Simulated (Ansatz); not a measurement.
**Fields on a plane of Ce (fcc, Cu type)**

```xyz
1
Lattice="0.0000 2.3661 2.3661 2.3661 0.0000 2.3661 2.3661 2.3661 0.0000" Properties=species:S:1:pos:R:3 pbc="T T T"
Ce     0.0000     0.0000     0.0000
```

The slice is a {100} plane (indices of the conventional cell) through the point (0.000, 0.000, 0.000) (fractional), spanned by u = [100] and v = [0 1 -1] in vectors of this cell: u (3.35 Å) and v (3.35 Å, at 90° to u). It covers one period; positions are fractions (u, v).

Atoms on it: Ce at (0.00, 0.00).

Computed with PBE (plane waves to 420 eV, PAW, scalar-relativistic; Ansatz, a quantum-chemistry and plane-wave program). k mesh 17×17×17. These are valence fields of a PAW run, semicore shells included where kept as valence: close to a nucleus they are smooth pseudo fields. Ce is run without spin polarisation. Ce was relaxed with its symmetry unable to fall. The relaxed volume of Ce is well below the measured one. The filling of the f shell was not checked against other fillings, so treat energies with care.

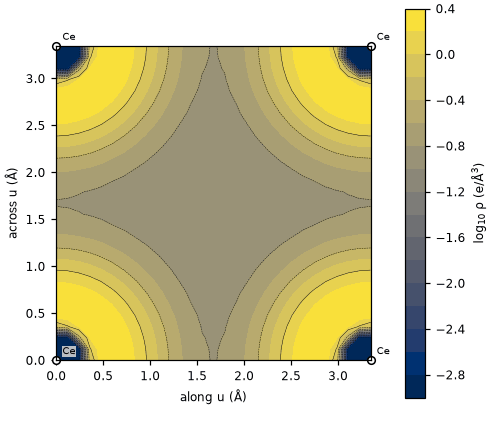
Fig. 1. Log₁₀ of the valence density in e/Å³, one period of the plane, atoms marked. The scale is logarithmic, as a density can span decades between atoms and voids; values under 0.001 e/Å³ are set to 0.001.

```tsv
v \ u	0.00	0.11	0.21	0.32	0.43	0.54	0.64	0.75	0.86	0.96
0.93	x	x	0.86	0.52	0.14	0.12	0.33	0.82	0.81	x
0.86	x	0.85	0.84	0.42	0.15	0.14	0.27	0.75	0.87	x
0.79	0.87	0.86	0.70	0.29	0.18	0.20	0.22	0.57	0.84	0.87
0.71	0.74	0.67	0.41	0.22	0.27	0.30	0.21	0.32	0.60	0.73
0.64	0.35	0.30	0.22	0.24	0.41	0.45	0.28	0.21	0.27	0.35
0.57	0.14	0.14	0.18	0.33	0.55	0.59	0.41	0.22	0.15	0.14
0.50	0.10	0.12	0.20	0.39	0.60	0.64	0.47	0.25	0.14	0.11
0.43	0.14	0.14	0.18	0.33	0.55	0.59	0.41	0.22	0.15	0.14
0.36	0.35	0.30	0.22	0.24	0.41	0.45	0.28	0.21	0.27	0.35
0.29	0.74	0.67	0.41	0.22	0.27	0.30	0.21	0.32	0.60	0.73
0.21	0.87	0.86	0.70	0.29	0.18	0.20	0.22	0.57	0.84	0.87
0.14	x	0.85	0.84	0.42	0.15	0.14	0.27	0.75	0.87	x
0.07	x	x	0.86	0.52	0.14	0.12	0.33	0.82	0.81	x
0.00	x	x	0.87	0.56	0.14	0.11	0.35	0.83	x	x
```

Values: electron localisation function (ELF). Points within 0.5 Å of a nucleus are blanked (x), as the pseudised field means little there.
